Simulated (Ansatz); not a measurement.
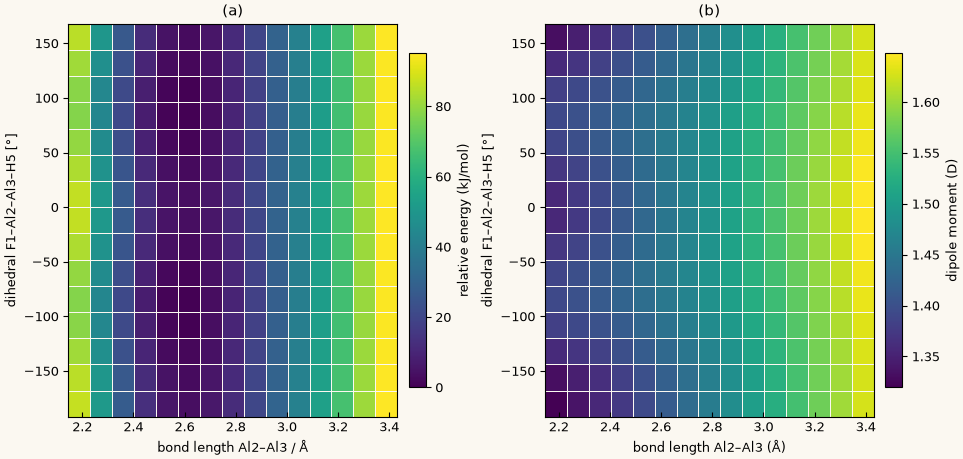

Al₂FH₃, SMILES [F][AlH][AlH2]. Coordinates scanned: (1) bond length Al2–Al3; (2) dihedral F1–Al2–Al3–H5. Nothing is relaxed (all other coordinates rigid). The grid has 15 × 15 points; 120 points were computed and 105 follow by symmetry. Points are written as (first, second). Energies: kJ/mol, counted from the lowest grid point. Computed with Ansatz 0.2.0, RKS PBE0-D4/def2-TZVP.

Panel (a) is the energy and panel (b) the computed dipole moment on the same grid.

Drawn: one coloured cell a grid point.

### How does the dipole moment vary over the map, and what is it at the lowest grid point?

Leaving out the highest fifth of the energies, it runs from 1.34 D at (2.275 Å, −180°) to 1.60 D at (3.217 Å, −12°). At the lowest grid point, (2.618 Å, −84°), it is 1.45 D.
